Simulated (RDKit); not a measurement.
# Run report: SiPNH7 (charge +1), geometry relaxation

The run: geometry relaxation of SiPNH7, charge +1. Method and program: UFF (RDKit 2026.09.1).

The geometry comes from this level: GFN2-xTB.

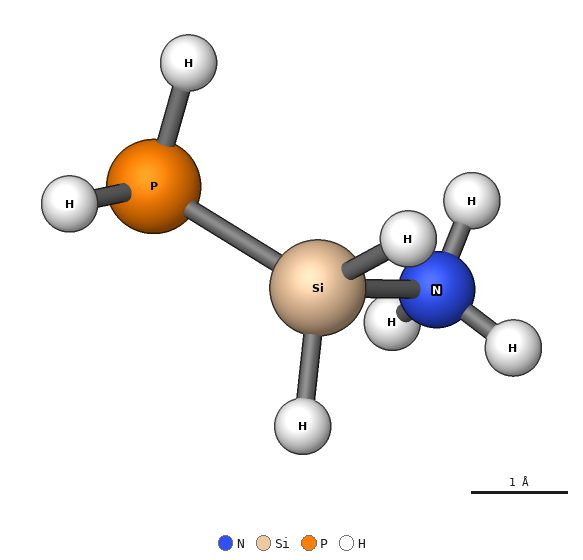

*The structure as given in the input (ball-and-stick view, seen at a tilt).*

Bond lengths as drawn: H–N 1.02 Å, H–P 1.39 to 1.40 Å, H–Si 1.46 Å, N–Si 1.97 Å and P–Si 2.22 Å.

Input file (run.py)
```python
# UFF minimise with RDKit
import json
import numpy as np
from rdkit import Chem
from rdkit.Chem import AllChem

molecule = Chem.MolFromMolFile("mol.sdf", removeHs=False)
symbols = [a.GetSymbol() for a in molecule.GetAtoms()]
start = molecule.GetConformer().GetPositions().copy()

ff = AllChem.UFFGetMoleculeForceField(molecule)
e0 = ff.CalcEnergy()
print(f"start   E = {e0:.5f} kcal/mol")
path, flag, n = [], 1, 0
while flag and n < 2000:
    flag = ff.Minimize(maxIts=50, forceTol=0.0001)
    n += 50
    path.append((n, ff.CalcEnergy(), molecule.GetConformer().GetPositions().tolist()))
    print(f"{n:5d}   E = {path[-1][1]:.5f} kcal/mol")
print("converged" if flag == 0 else "iteration limit reached")
final = molecule.GetConformer().GetPositions()
for a, p in zip(symbols, final):
    print(f"{a:<2} {p[0]:11.5f} {p[1]:11.5f} {p[2]:11.5f}")
print(f"energy gained {e0 - path[-1][1]:.4f} kcal/mol")
json.dump(dict(symbols=symbols, start=start.tolist(), start_energy=e0, energy=path[-1][1], final=final.tolist(), path=path, success=flag == 0), open("results.json", "w"))
```

File mol.sdf
```

     RDKit          3D

 10  9  0  0  0  0  0  0  0  0999 V2000
   -1.0154    0.7260   -0.7440 N   0  0  0  0  0  0  0  0  0  0  0  0
    0.0118   -0.7941   -0.0359 Si  0  0  0  0  0  4  0  0  0  0  0  0
    1.2157    0.2630    1.4992 P   0  0  0  0  0  0  0  0  0  0  0  0
   -1.7695    0.4142   -1.3566 H   0  0  0  0  0  0  0  0  0  0  0  0
   -0.4350    1.3688   -1.2836 H   0  0  0  0  0  0  0  0  0  0  0  0
   -1.4402    1.2655    0.0118 H   0  0  0  0  0  0  0  0  0  0  0  0
    0.4568   -1.3255   -1.3227 H   0  0  0  0  0  0  0  0  0  0  0  0
   -1.1189   -1.5574    0.4796 H   0  0  0  0  0  0  0  0  0  0  0  0
    1.7696   -0.8821    2.0598 H   0  0  0  0  0  0  0  0  0  0  0  0
    2.3251    0.5215    0.6924 H   0  0  0  0  0  0  0  0  0  0  0  0
  2  1  1  0
  3  2  1  0
  4  1  1  0
  5  1  1  0
  6  1  1  0
  7  2  1  0
  8  2  1  0
  9  3  1  0
 10  3  1  0
M  CHG  1   1   1
M  END
$$$$
```

Machine: 1 thread of Intel Xeon (Sapphire Rapids), 16 GiB of memory available, shared host.

Launched with:
```bash
python run.py
```

Log
```
start   E = 24.82395 kcal/mol
   50   E = 0.11720 kcal/mol
converged
N     -1.00734     0.74435    -0.77590
Si    -0.17522    -0.61850     0.02989
P      1.21923     0.16672     1.55033
H     -1.66478     0.36945    -1.49555
H     -0.29811     1.35903    -1.23412
H     -1.54045     1.29239    -0.06442
H      0.57623    -1.39281    -0.96897
H     -1.16928    -1.48652     0.67813
H      1.90138    -1.10486     1.71734
H      2.15835     0.67065     0.56326
energy gained 24.7067 kcal/mol
```

Key numbers

```tsv
quantity	value
outcome	converged
total energy	0.000187 hartree
peak memory	0.073 GiB
```
